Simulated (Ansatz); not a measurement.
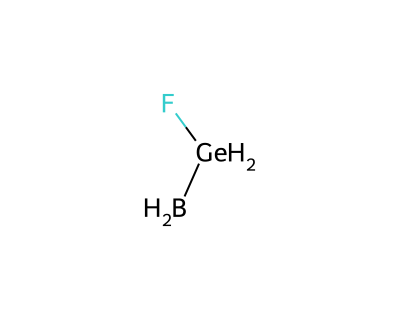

The drawing above gives the connectivity. The computed structure is the end point of a PBE0-D4/def2-TZVP optimisation. No frequency run is at hand to confirm it as a minimum.

Describe the 3D structure.

The molecule is BFGeH4. Its SMILES string is `[BH2][GeH2][F]`. Among its groups: B–H bond. This geometry has Cs symmetry. Coordination: 1 B trigonal planar; 1 Ge tetrahedral.

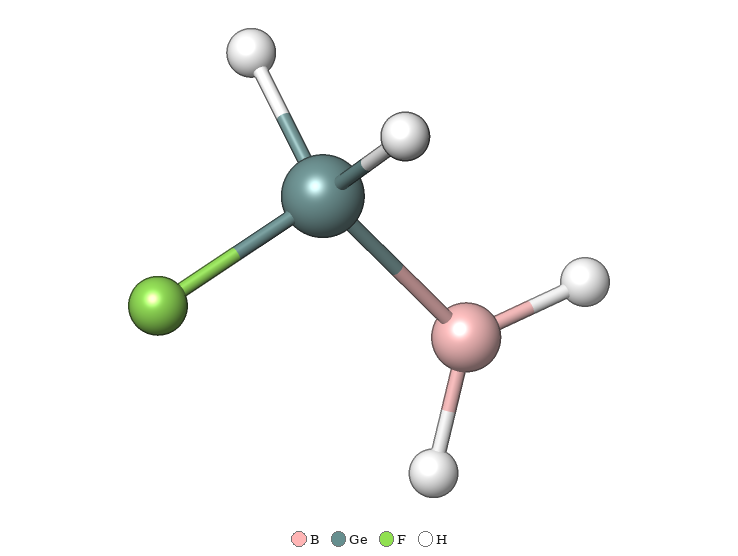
